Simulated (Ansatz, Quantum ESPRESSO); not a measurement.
# Screening and band shifts of 1T-IrSTe, 1 layer, part 3 of 6

How does 1T-IrSTe, 1 layer respond to a gate-like field without added charge?

Quantum ESPRESSO 7.5; plane-wave DFT, PBE, GBRV ultrasoft pseudopotentials; geometry and cross-check by Ansatz 0.2.0 with PAW datasets.

So far. Step 3 (Self-consistent run: no field): The run needed 14 iterations to bring the estimated error under 1e-09 Ry; the largest force on any atom, held or free, is 0.20 eV/Å. Step 4 (Potential by pp.x): The vacuum is flat to 0.1 meV/Å, so its level is well defined. Inside the slab the curve depends on the local part of the pseudopotentials; only the vacuum level has a meaning of its own.

## Step 5: Bands along a path: no field

A bands run reads the converged density and follows the path given under K_POINTS.

The input, f0.bands.in:

```
&control
  prefix = 'f0.bands'
  outdir = './out'
  pseudo_dir = './pseudo'
  calculation = 'bands'
  tefield = .true.
  dipfield = .true.
/
&system
  ibrav = 0
  nat = 3
  ntyp = 3
  ecutwfc = 40
  ecutrho = 200
  occupations = 'smearing'
  smearing = 'fd'
  degauss = 0.004
  edir = 3
  emaxpos = 0.97
  eopreg = 0.04
  eamp = 0.0
  nbnd = 19
/
&electrons
  conv_thr = 1e-07
  mixing_beta = 0.4
  electron_maxstep = 120
  mixing_mode = 'local-TF'
/
ATOMIC_SPECIES
  Te  127.6000  te_pbe_v1.uspp.F.UPF
  Ir  192.2170  ir_pbe_v1.2.uspp.F.UPF
  S   32.0600  s_pbe_v1.4.uspp.F.UPF
CELL_PARAMETERS angstrom
  3.58149410994492 0.00000000000000 -0.00000000000000
  -1.79074705497246 3.10166488271664 0.00000000000000
  -0.00000000000000 0.00000000000000 19.78160864870000
ATOMIC_POSITIONS crystal
  Te  0.666666666667 0.333333333333 0.425509723334
  Ir  0.000000000000 0.000000000000 0.517032945982
  S   0.333333333333 0.666666666667 0.572474588283
K_POINTS crystal_b
4
  0.0000000000 0.0000000000 0.0000000000 14
  0.5000000000 0.0000000000 0.0000000000 14
  0.3333333333 0.3333333333 0.0000000000 14
  0.0000000000 0.0000000000 0.0000000000 1
```

Launch:

```
$ cp -r out/f0.save out/f0.bands.save
$ cp out/f0.xml out/f0.bands.xml
$ OMP_NUM_THREADS=1 mpirun -n 4 pw.x -nk 4 -in f0.bands.in > f0.bands.out
```

What it wrote:

```text
[banner, memory and clock lines left out]
Program PWSCF v.7.5 starts

          URL

     Presently no symmetry can be used with electric field

     Atomic positions and unit cell read from directory:
     ./out/f0.bands.save/

     G-vector sticks info

     bravais-lattice index     =            0
     lattice parameter (alat)  =       6.7680  a.u.
     unit-cell volume          =    1482.9186 (a.u.)^3
     number of atoms/cell      =            3
     number of atomic types    =            3
     number of electrons       =        27.00
     number of Kohn-Sham states=           19
     kinetic-energy cutoff     =      40.0000  Ry
     charge density cutoff     =     200.0000  Ry
     Exchange-correlation=  SLA  PW   PBX  PBC
                           (   1   4   3   4   0   0   0)

     celldm(1)=   6.768043  celldm(2)=   0.000000  celldm(3)=   0.000000
     celldm(4)=   0.000000  celldm(5)=   0.000000  celldm(6)=   0.000000

     crystal axes: (cart. coord. in units of alat)
               a(1) = (   1.000000   0.000000  -0.000000 )
               a(2) = (  -0.500000   0.866025   0.000000 )
               a(3) = (  -0.000000   0.000000   5.523284 )

     reciprocal axes: (cart. coord. in units 2 pi/alat)
               b(1) = (  1.000000  0.577350  0.000000 )
               b(2) = ( -0.000000  1.154701 -0.000000 )
               b(3) = (  0.000000  0.000000  0.181052 )

     PseudoPot. # 1 for Te read from file:
     ./pseudo/te_pbe_v1.uspp.F.UPF
     Pseudo is Ultrasoft + core correction, Zval =  6.0
     Generated by new atomic code, or converted to UPF format
     Using radial grid of  891 points,  5 beta functions with:
                l(1) =   0
                l(2) =   0
                l(3) =   1
                l(4) =   1
                l(5) =   2
     Q(r) pseudized with  6 coefficients,  rinner =    1.800   1.800   1.800
                                                       1.800   1.800

     PseudoPot. # 2 for Ir read from file:
     ./pseudo/ir_pbe_v1.2.uspp.F.UPF
     Pseudo is Ultrasoft + core correction, Zval = 15.0
     Generated by new atomic code, or converted to UPF format
     Using radial grid of  983 points,  7 beta functions with:
                l(1) =   0
                l(2) =   0
                l(3) =   1
                l(4) =   1
                l(5) =   1
                l(6) =   2
                l(7) =   2
     Q(r) pseudized with  8 coefficients,  rinner =    1.400   1.400   1.400
                                                       1.400   1.400

     PseudoPot. # 3 for S  read from file:
     ./pseudo/s_pbe_v1.4.uspp.F.UPF
     Pseudo is Ultrasoft + core correction, Zval =  6.0
     Generated by new atomic code, or converted to UPF format
     Using radial grid of  907 points,  6 beta functions with:
                l(1) =   0
                l(2) =   0
                l(3) =   1
                l(4) =   1
                l(5) =   2
                l(6) =   2
     Q(r) pseudized with  8 coefficients,  rinner =    1.300   1.300   1.300
                                                       1.300   1.300

     atomic species   valence    mass     pseudopotential
     Te                6.00   127.60000     Te( 1.00)
     Ir               15.00   192.21700     Ir( 1.00)
     S                 6.00    32.06000     S ( 1.00)

     No symmetry found

   Cartesian axes

     site n.     atom                  positions (alat units)
         1        Te     tau(   1) = (   0.5000000   0.2886751   2.3502110  )
         2        Ir     tau(   2) = (   0.0000000   0.0000000   2.8557197  )
         3        S      tau(   3) = (  -0.0000000   0.5773503   3.1619397  )

     number of k points=    43  Fermi-Dirac smearing, width (Ry)=  0.0040
                       cart. coord. in units 2pi/alat
        k(    1) = (   0.0000000   0.0000000   0.0000000), wk =   0.0465116
        k(    2) = (   0.0357143   0.0206197   0.0000000), wk =   0.0465116
        k(    3) = (   0.0714286   0.0412393   0.0000000), wk =   0.0465116
        k(    4) = (   0.1071429   0.0618590   0.0000000), wk =   0.0465116
        k(    5) = (   0.1428571   0.0824786   0.0000000), wk =   0.0465116
        k(    6) = (   0.1785714   0.1030983   0.0000000), wk =   0.0465116
        k(    7) = (   0.2142857   0.1237179   0.0000000), wk =   0.0465116
        k(    8) = (   0.2500000   0.1443376   0.0000000), wk =   0.0465116
        k(    9) = (   0.2857143   0.1649572   0.0000000), wk =   0.0465116
        k(   10) = (   0.3214286   0.1855769   0.0000000), wk =   0.0465116
        k(   11) = (   0.3571429   0.2061965   0.0000000), wk =   0.0465116
        k(   12) = (   0.3928571   0.2268162   0.0000000), wk =   0.0465116
        k(   13) = (   0.4285714   0.2474358   0.0000000), wk =   0.0465116
        k(   14) = (   0.4642857   0.2680555   0.0000000), wk =   0.0465116
        k(   15) = (   0.5000000   0.2886751   0.0000000), wk =   0.0465116
        k(   16) = (   0.4880952   0.3092948   0.0000000), wk =   0.0465116
        k(   17) = (   0.4761905   0.3299144   0.0000000), wk =   0.0465116
        k(   18) = (   0.4642857   0.3505341   0.0000000), wk =   0.0465116
        k(   19) = (   0.4523810   0.3711537   0.0000000), wk =   0.0465116
        k(   20) = (   0.4404762   0.3917734   0.0000000), wk =   0.0465116
        k(   21) = (   0.4285714   0.4123930   0.0000000), wk =   0.0465116
        k(   22) = (   0.4166667   0.4330127   0.0000000), wk =   0.0465116
        k(   23) = (   0.4047619   0.4536324   0.0000000), wk =   0.0465116
        k(   24) = (   0.3928571   0.4742520   0.0000000), wk =   0.0465116
        k(   25) = (   0.3809524   0.4948717   0.0000000), wk =   0.0465116
        k(   26) = (   0.3690476   0.5154913   0.0000000), wk =   0.0465116
        k(   27) = (   0.3571429   0.5361110   0.0000000), wk =   0.0465116
        k(   28) = (   0.3452381   0.5567306   0.0000000), wk =   0.0465116
        k(   29) = (   0.3333333   0.5773503   0.0000000), wk =   0.0465116
        k(   30) = (   0.3095238   0.5361110   0.0000000), wk =   0.0465116
        k(   31) = (   0.2857143   0.4948717   0.0000000), wk =   0.0465116
        k(   32) = (   0.2619048   0.4536324   0.0000000), wk =   0.0465116
        k(   33) = (   0.2380952   0.4123930   0.0000000), wk =   0.0465116
        k(   34) = (   0.2142857   0.3711537   0.0000000), wk =   0.0465116
        k(   35) = (   0.1904762   0.3299144   0.0000000), wk =   0.0465116
        k(   36) = (   0.1666667   0.2886751   0.0000000), wk =   0.0465116
        k(   37) = (   0.1428571   0.2474358   0.0000000), wk =   0.0465116
        k(   38) = (   0.1190476   0.2061965   0.0000000), wk =   0.0465116
[...]
k = 0.3571 0.2062 0.0000 (  6324 PWs)   bands (ev):

   -49.3711 -49.3528 -49.3271 -13.8723 -11.8188  -6.5312  -5.3580  -5.2873
    -4.6192  -3.0916  -2.8194  -1.9503  -0.9229  -0.8467   1.3517   2.1755
     4.0450   5.2776   5.5123

          k = 0.3929 0.2268 0.0000 (  6344 PWs)   bands (ev):

   -49.3734 -49.3534 -49.3268 -13.7893 -11.6695  -6.7286  -5.4083  -5.2714
    -4.5342  -3.2134  -2.6824  -2.0044  -1.0787  -1.0676   1.4358   2.1711
     3.8535   5.1132   5.8475

          k = 0.4286 0.2474 0.0000 (  6354 PWs)   bands (ev):

   -49.3752 -49.3539 -49.3265 -13.7288 -11.5390  -6.9300  -5.3834  -5.2632
    -4.5008  -3.3011  -2.5292  -1.9783  -1.2990  -1.2535   1.5261   2.1682
     3.7045   4.9852   6.1902

          k = 0.4643 0.2681 0.0000 (  6348 PWs)   bands (ev):

   -49.3763 -49.3542 -49.3263 -13.6922 -11.4480  -7.0768  -5.3306  -5.2598
    -4.5188  -3.3405  -2.3894  -1.8795  -1.4782  -1.4587   1.5990   2.1664
     3.6030   4.9215   6.3869

          k = 0.5000 0.2887 0.0000 (  6350 PWs)   bands (ev):

   -49.3767 -49.3542 -49.3263 -13.6799 -11.4151  -7.1302  -5.3037  -5.2589
    -4.5365  -3.3492  -2.3258  -1.7782  -1.5976  -1.5548   1.6275   2.1657
     3.5659   4.9038   6.4197

          k = 0.4881 0.3093 0.0000 (  6356 PWs)   bands (ev):

   -49.3766 -49.3544 -49.3263 -13.6786 -11.4127  -7.1237  -5.3442  -5.2181
    -4.5380  -3.3509  -2.3424  -1.8410  -1.6802  -1.4053   1.6156   2.1344
     3.5872   4.9576   6.4322

          k = 0.4762 0.3299 0.0000 (  6368 PWs)   bands (ev):

   -49.3765 -49.3547 -49.3263 -13.6748 -11.4055  -7.1040  -5.4007  -5.1602
    -4.5434  -3.3566  -2.4071  -1.9579  -1.7057  -1.2344   1.5716   2.0631
     3.6434   5.1093   6.4703

          k = 0.4643 0.3505 0.0000 (  6368 PWs)   bands (ev):

   -49.3762 -49.3552 -49.3262 -13.6685 -11.3936  -7.0713  -5.4577  -5.0997
    -4.5553  -3.3676  -2.5398  -2.0230  -1.7188  -1.0793   1.4778   2.0000
     3.7207   5.3347   6.5351

          k = 0.4524 0.3712 0.0000 (  6358 PWs)   bands (ev):

   -49.3759 -49.3559 -49.3262 -13.6601 -11.3773  -7.0259  -5.5139  -5.0370
    -4.5775  -3.3864  -2.7179  -2.0338  -1.7310  -0.9477   1.3343   1.9729
     3.8084   5.6015   6.6282

          k = 0.4405 0.3918 0.0000 (  6354 PWs)   bands (ev):

   -49.3754 -49.3567 -49.3262 -13.6500 -11.3571  -6.9681  -5.5681  -4.9729
    -4.6145  -3.4161  -2.9037  -2.0153  -1.7424  -0.8440   1.1660   1.9767
     3.8987   5.8743   6.7471

          k = 0.4286 0.4124 0.0000 (  6346 PWs)   bands (ev):

   -49.3749 -49.3577 -49.3261 -13.6386 -11.3333  -6.8984  -5.6193  -4.9119
    -4.6671  -3.4593  -3.0734  -1.9831  -1.7499  -0.7709   0.9985   1.9995
     3.9846   6.1191   6.8513

          k = 0.4167 0.4330 0.0000 (  6342 PWs)   bands (ev):

   -49.3743 -49.3588 -49.3260 -13.6263 -11.3068  -6.8176  -5.6668  -4.8832
    -4.7105  -3.5151  -3.2161  -1.9488  -1.7476  -0.7293   0.8483   2.0331
     4.0592   6.3155   6.8126

          k = 0.4048 0.4536 0.0000 (  6351 PWs)   bands (ev):

   -49.3736 -49.3601 -49.3260 -13.6137 -11.2786  -6.7265  -5.7101  -4.9525
    -4.6792  -3.5754  -3.3346  -1.9236  -1.7272  -0.7179   0.7241   2.0726
     4.1165   6.4621   6.7006

          k = 0.3929 0.4743 0.0000 (  6351 PWs)   bands (ev):

   -49.3728 -49.3613 -49.3259 -13.6015 -11.2497  -6.6264  -5.7488  -5.0857
    -4.6013  -3.6296  -3.4405  -1.9132  -1.6861  -0.7317   0.6282   2.1143
     4.1526   6.5415   6.6287

          k = 0.3810 0.4949 0.0000 (  6349 PWs)   bands (ev):

   -49.3720 -49.3626 -49.3259 -13.5902 -11.2216  -6.5192  -5.7838  -5.2409
    -4.5074  -3.6734  -3.5432  -1.9133  -1.6326  -0.7621   0.5581   2.1550
     4.1668   6.5015   6.6767

          k = 0.3690 0.5155 0.0000 (  6357 PWs)   bands (ev):

   -49.3711 -49.3639 -49.3258 -13.5804 -11.1962  -6.4079  -5.8172  -5.3965
    -4.4040  -3.7179  -3.6370  -1.9179  -1.5776  -0.7989   0.5089   2.1917
     4.1630   6.4701   6.7227

          k = 0.3571 0.5361 0.0000 (  6357 PWs)   bands (ev):

   -49.3702 -49.3651 -49.3258 -13.5727 -11.1753  -6.2979  -5.8549  -5.5313
    -4.2929  -3.8050  -3.6841  -1.9234  -1.5305  -0.8319   0.4757   2.2212
     4.1488   6.4710   6.7382

          k = 0.3452 0.5567 0.0000 (  6361 PWs)   bands (ev):

   -49.3694 -49.3662 -49.3258 -13.5677 -11.1611  -6.2023  -5.9023  -5.6197
    -4.1750  -3.9233  -3.6974  -1.9280  -1.4987  -0.8538   0.4559   2.2407
     4.1337   6.4964   6.7243

          k = 0.3333 0.5774 0.0000 (  6369 PWs)   bands (ev):

   -49.3690 -49.3666 -49.3258 -13.5659 -11.1559  -6.1582  -5.9320  -5.6480
    -4.0602  -4.0401  -3.7002  -1.9299  -1.4875  -0.8612   0.4492   2.2477
     4.1270   6.5180   6.7061

          k = 0.3095 0.5361 0.0000 (  6363 PWs)   bands (ev):

   -49.3700 -49.3653 -49.3258 -13.5740 -11.1803  -6.2580  -5.8640  -5.5613
    -4.2978  -3.7848  -3.6944  -1.9177  -1.5325  -0.8363   0.4783   2.2181
     4.1647   6.3922   6.8284

          k = 0.2857 0.4949 0.0000 (  6341 PWs)   bands (ev):

   -49.3710 -49.3631 -49.3259 -13.6007 -11.2589  -6.3407  -5.7949  -5.4057
    -4.4945  -3.6988  -3.4902  -1.8728  -1.6530  -0.7732   0.5638   2.1328
     4.2896   6.1737   7.0428

          k = 0.2619 0.4536 0.0000 (  6331 PWs)   bands (ev):

   -49.3713 -49.3609 -49.3261 -13.6492 -11.3899  -6.3358  -5.7190  -5.3270
    -4.5801  -3.7061  -3.1811  -1.8900  -1.7114  -0.6785   0.6855   2.0088
     4.4990   5.9604   6.8622

          k = 0.2381 0.4124 0.0000 (  6329 PWs)   bands (ev):

   -49.3707 -49.3587 -49.3265 -13.7217 -11.5587  -6.2739  -5.6106  -5.3559
    -4.5591  -3.7081  -2.8655  -2.0560  -1.5766  -0.5517   0.8152   1.8726
     4.7764   5.7585   6.3785

          k = 0.2143 0.3712 0.0000 (  6333 PWs)   bands (ev):

   -49.3693 -49.3566 -49.3269 -13.8190 -11.7450  -6.2139  -5.4713  -5.3967
    -4.5179  -3.6803  -2.6186  -2.1307  -1.4125  -0.3884   0.9361   1.7491
     5.0916   5.5218   5.9910

          k = 0.1905 0.3299 0.0000 (  6331 PWs)   bands (ev):

   -49.3670 -49.3546 -49.3274 -13.9393 -11.9294  -6.1886  -5.4859  -5.2601
    -4.4579  -3.6146  -2.5838  -1.9569  -1.2564  -0.1883   1.0549   1.6531
     5.1174   5.4962   5.7439

          k = 0.1667 0.2887 0.0000 (  6343 PWs)   bands (ev):

   -49.3641 -49.3528 -49.3279 -14.0772 -12.0985  -6.1832  -5.5302  -5.1958
    -4.2688  -3.5218  -2.6290  -1.7335  -1.0624   0.0171   1.2029   1.5902
     4.7554   5.5363   5.7578

          k = 0.1429 0.2474 0.0000 (  6337 PWs)   bands (ev):

   -49.3608 -49.3513 -49.3285 -14.2243 -12.2455  -6.1734  -5.5799  -5.2659
    -3.9348  -3.4107  -2.6640  -1.6284  -0.7579   0.1710   1.3845   1.6004
     4.4021   5.3087   5.4553

          k = 0.1190 0.2062 0.0000 (  6323 PWs)   bands (ev):

   -49.3573 -49.3499 -49.3290 -14.3703 -12.3682  -6.1483  -5.6375  -5.3893
    -3.5602  -3.2846  -2.6981  -1.5764  -0.4039   0.2460   1.4840   1.8233
     4.0873   5.0655   5.1640

          k = 0.0952 0.1650 0.0000 (  6303 PWs)   bands (ev):

   -49.3540 -49.3488 -49.3296 -14.5048 -12.4670  -6.1126  -5.6966  -5.5100
    -3.2406  -3.1465  -2.7544  -1.4628  -0.1105   0.2588   1.6219   2.1477
     3.8160   4.8297   4.9192

          k = 0.0714 0.1237 0.0000 (  6317 PWs)   bands (ev):

   -49.3510 -49.3479 -49.3300 -14.6188 -12.5428  -6.0851  -5.7389  -5.6040
    -3.0547  -2.9888  -2.8332  -1.2354   0.0481   0.2351   1.9099   2.4531
     3.5877   4.6169   4.7163

          k = 0.0476 0.0825 0.0000 (  6317 PWs)   bands (ev):

   -49.3487 -49.3473 -49.3304 -14.7052 -12.5965  -6.0850  -5.7442  -5.6673
    -3.0076  -2.8725  -2.8593  -0.9365   0.0908   0.1870   2.3125   2.6889
     3.4034   4.4289   4.5657

          k = 0.0238 0.0412 0.0000 (  6315 PWs)   bands (ev):

   -49.3473 -49.3469 -49.3306 -14.7589 -12.6286  -6.1014  -5.7259  -5.7035
    -3.0597  -2.8142  -2.8077  -0.6656   0.0873   0.1214   2.7000   2.8316
     3.2732   4.2805   4.4752

          k = 0.0000 0.0000 0.0000 (  6291 PWs)   bands (ev):

   -49.3468 -49.3468 -49.3306 -14.7771 -12.6393  -6.1099  -5.7154  -5.7154
    -3.0858  -2.7903  -2.7903  -0.5471   0.0819   0.0819   2.8779   2.8779
     3.2204   4.2169   4.4451

     XML data file, pseudopotentials, collected wavefunctions

                                        0.00s GPU  (     624 calls)
[key lines of the parts left out:]
Dipole field         -0.0008 Ry au,
```

The job ended after 14 s (4 MPI ranks of AMD EPYC 9R14 (Zen 4), shared host; peak memory 0.37 GiB).

Band numbers count within the set of bands kept for display. Electronic bands along the path, in eV, zero at the Fermi level; # counts the bands kept:

| point | #6 | #7 | #8 | #9 | #10 | #11 | #12 | #13 |
| --- | --- | --- | --- | --- | --- | --- | --- | --- |
| Γ | -2.51 | -0.27 | 0.36 | 0.36 | 3.16 | 3.16 | 3.50 | 4.50 |
| M | -2.05 | -1.50 | -1.32 | -1.27 | 1.91 | 2.45 | 3.85 | 5.18 |
| K | -3.42 | -1.65 | -1.21 | -0.58 | 0.73 | 2.53 | 4.41 | 6.80 |
| Γ | -2.51 | -0.27 | 0.36 | 0.36 | 3.16 | 3.16 | 3.50 | 4.50 |

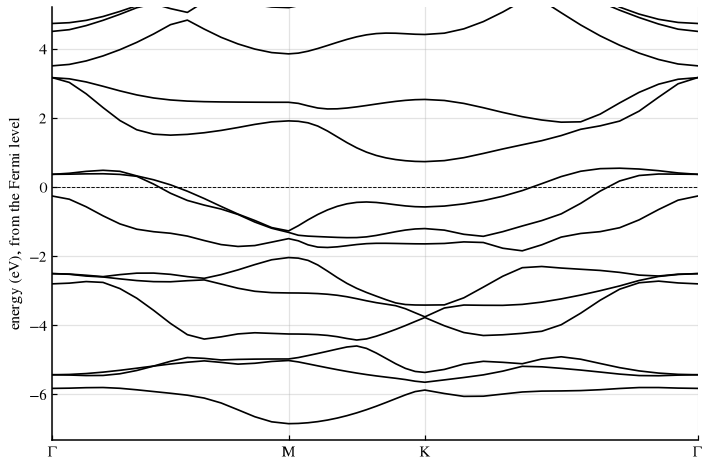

Electronic bands along the path.

## Step 6: Self-consistent run: field 0.1 V/Å

eamp is the field in Hartree atomic units (1 a.u. = 51.42 V/Å). With dipfield on, it is the field in the vacuum beside an isolated sheet. The run starts from the density of the one before.

The input, f1.in:

```
&control
  prefix = 'f1'
  outdir = './out'
  pseudo_dir = './pseudo'
  calculation = 'scf'
  tprnfor = .true.
  tefield = .true.
  dipfield = .true.
/
&system
  ibrav = 0
  nat = 3
  ntyp = 3
  ecutwfc = 40
  ecutrho = 200
  occupations = 'smearing'
  smearing = 'fd'
  degauss = 0.004
  edir = 3
  emaxpos = 0.97
  eopreg = 0.04
  eamp = 0.00194469
/
&electrons
  conv_thr = 1e-09
  mixing_beta = 0.4
  electron_maxstep = 120
  mixing_mode = 'plain'
  startingpot = 'file'
/
ATOMIC_SPECIES
  Te  127.6000  te_pbe_v1.uspp.F.UPF
  Ir  192.2170  ir_pbe_v1.2.uspp.F.UPF
  S   32.0600  s_pbe_v1.4.uspp.F.UPF
CELL_PARAMETERS angstrom
  3.58149410994492 0.00000000000000 -0.00000000000000
  -1.79074705497246 3.10166488271664 0.00000000000000
  -0.00000000000000 0.00000000000000 19.78160864870000
ATOMIC_POSITIONS crystal
  Te  0.666666666667 0.333333333333 0.425509723334
  Ir  0.000000000000 0.000000000000 0.517032945982
  S   0.333333333333 0.666666666667 0.572474588283
K_POINTS automatic
  12 12 1 0 0 0
```

Launch:

```
$ cp -r out/f0.save out/f1.save
$ OMP_NUM_THREADS=1 mpirun -n 4 pw.x -nk 4 -in f1.in > f1.out
```

What it wrote:

```text
[banner, memory and clock lines left out]
Program PWSCF v.7.5 starts
[...]
number of electrons       =        27.00
     number of Kohn-Sham states=           18
     kinetic-energy cutoff     =      40.0000  Ry
     charge density cutoff     =     200.0000  Ry
[...]
number of k points=    74  Fermi-Dirac smearing, width (Ry)=  0.0040
[...]
Dense  grid:    70921 G-vectors     FFT dimensions: (  32,  32, 180)
[...]
The initial density is read from file :
[...]
negative rho (up, down):  3.188E-01 0.000E+00
[...]
Starting wfcs are   20 randomized atomic wfcs
[...]
negative rho (up, down):  3.185E-01 0.000E+00
[...]
estimated scf accuracy    <       0.01573774 Ry
[...]
negative rho (up, down):  3.189E-01 0.000E+00
[...]
estimated scf accuracy    <       0.28552418 Ry
[...]
negative rho (up, down):  3.188E-01 0.000E+00
[...]
estimated scf accuracy    <       0.00026609 Ry
[...]
negative rho (up, down):  3.187E-01 0.000E+00
[...]
estimated scf accuracy    <       0.00000288 Ry
[...]
negative rho (up, down):  3.187E-01 0.000E+00
[...]
estimated scf accuracy    <       0.00000064 Ry
[...]
negative rho (up, down):  3.187E-01 0.000E+00
[...]
estimated scf accuracy    <       0.00000004 Ry
[...]
negative rho (up, down):  3.187E-01 0.000E+00
[...]
estimated scf accuracy    <          4.5E-09 Ry
[...]
negative rho (up, down):  3.187E-01 0.000E+00
[...]
Computed dipole along edir(3) :
        Dipole               -0.0279 Ry au,         -0.0710 Debye
        Dipole field         -0.0002 Ry au,
        E field amplitude [Ha a.u.]:  1.9447E-03
        Potential amp.        0.1566 Ry
        Total length         35.8865 bohr
[...]
the Fermi energy is    -0.2821 ev
!    total energy              =    -232.40519709 Ry
     estimated scf accuracy    <          6.6E-10 Ry
     smearing contrib. (-TS)   =      -0.00106931 Ry
     internal energy E=F+TS    =    -232.40412778 Ry
[...]
one-electron contribution =    -979.86749129 Ry
     hartree contribution      =     493.36819771 Ry
     xc contribution           =     -73.27616546 Ry
     ewald contribution        =     327.37121593 Ry
     electric field correction =       0.00011531 Ry
     convergence has been achieved in   8 iterations
     negative rho (up, down):  3.187E-01 0.000E+00
[...]
Total force =     0.011107     Total SCF correction =     0.000076
[...]
```

The job ended after 30 s (4 MPI ranks; peak memory 0.6 GiB; 2 min of CPU time).

This step gave:

| Item | Value |
| --- | --- |
| free energy | -3162.0338 eV |
| energy at zero smearing | -3162.0265 eV |
| Fermi energy | -0.2821 eV |
| dipole along the normal | -0.01478 e·Å |

The dipole goes from -0.0472 to -0.0148 e Å, 0.3237 e Å per V/Å.

## Step 7: Electrostatic potential

The input, f1.pot.in:

```
&inputpp
  prefix = 'f1'
  outdir = './out'
  filplot = 'f1.pot.dat'
  plot_num = 11
/
```

Launch:

```
$ OMP_NUM_THREADS=1 mpirun -n 4 pp.x -in f1.pot.in > f1.pot.out
```

It took 1.8 s on 4 MPI ranks; peak memory 0.12 GiB.

Numbers from this step:

* slope of the potential above: 0.1000 eV/Å
* upper vacuum line continued to the top atoms, over the Fermi level: 5.128 eV
* slope of the potential below: 0.09992 eV/Å
* lower vacuum line continued to the bottom atoms, over the Fermi level: 4.596 eV

The slope in the vacuum is 0.100 eV/Å for an applied 0.10 V/Å, as it should be.

(Part 3 of 6 ends here.)

[Logs are printed without paths, hosts, clocks, repeated set-up lines and the standing remarks that a program may print on its own settings, such as how far it seeks lower states.]

[Hosts, paths, dates, database ids (printed as entryN), source tags and the programs' standing remarks are cut or masked in the printed files.]

[Maps of the electrostatic potential energy from Ansatz leave out the sawtooth potential of an applied field or a dipole correction, so their vacuum need not be flat; planar profiles and work functions include it.]
